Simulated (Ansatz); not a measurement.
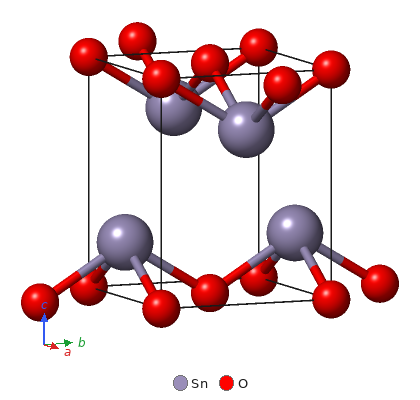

SnO, space group P4/nmm (No. 129), a = 3.793 Å, b = 3.793 Å, c = 4.758 Å, α = 90.00°, β = 90.00°, γ = 90.00°. Origin: a calculation's input that goes back to an entry of the Crystallography Open Database (an earlier step may have relaxed or displaced it). Forms under 0.4 % of the area are left out.

What shape follows from the Bravais–Friedel–Donnay–Harker rule?

The forms computed, by share of the surface:

| form | faces | d (Å) | share of area (%) |
| --- | --- | --- | --- |
| {101} | 8 | 2.966 | 44.8 |
| {001} | 2 | 4.758 | 32.2 |
| {110} | 4 | 2.682 | 23.0 |

Widths along a, b and c stand as 1.00 : 1.00 : 0.49.

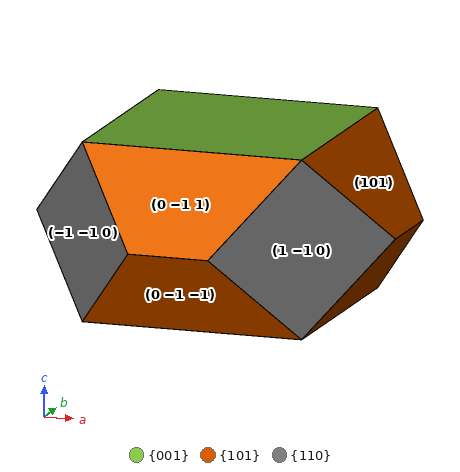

The computed shape, faces indexed. The rule is geometric and ignores bonding and growth conditions.
